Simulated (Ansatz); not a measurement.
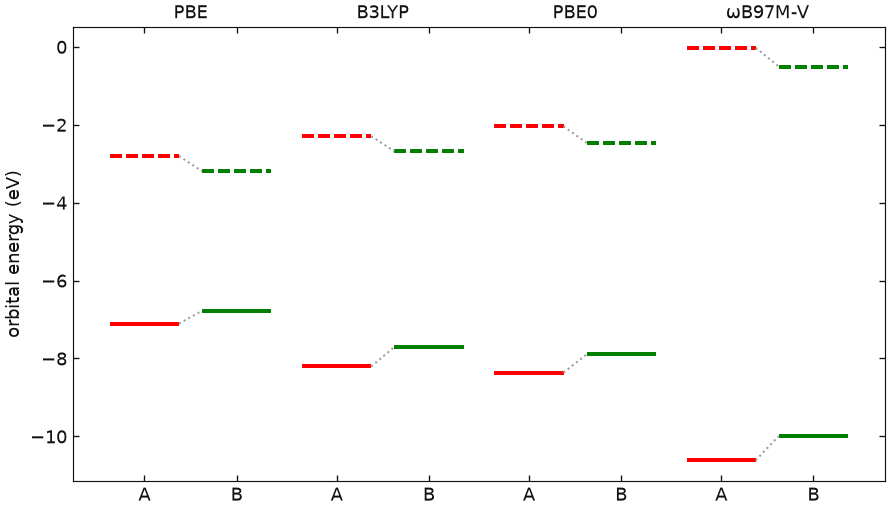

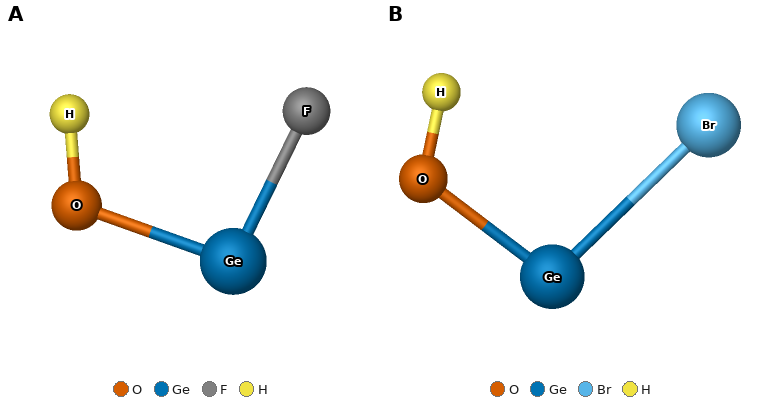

One change: A, GeHOF (SMILES [OH][Ge][F]), becomes B, GeHOBr (SMILES [OH][Ge][Br]). F on Ge is replaced by Br. HOMO (solid) and LUMO (dashed) computed in def2-TZVPP at PBE0-D4/def2-TZVP geometries, both minima by their frequencies, gas phase, the Ansatz code 0.2.0.

Q: What does the change do to HOMO and LUMO?

A: PBE: the HOMO rises by 0.33 eV, the LUMO falls by 0.39 eV, and the separation goes from 4.30 to 3.58 eV. B3LYP: the HOMO rises by 0.50 eV, the LUMO falls by 0.39 eV, and the separation goes from 5.91 to 5.02 eV. PBE0: the HOMO rises by 0.46 eV, the LUMO falls by 0.42 eV, and the separation goes from 6.32 to 5.43 eV. ωB97M-V: the HOMO rises by 0.63 eV, the LUMO falls by 0.48 eV, and the separation goes from 10.58 to 9.48 eV.

Q: Do the functionals agree on the effect?

A: They agree on the direction for both levels; the HOMO shift lies between 0.33 and 0.63 eV and the LUMO shift between −0.48 and −0.39 eV, while the separations themselves differ by up to 6.3 eV between functionals.
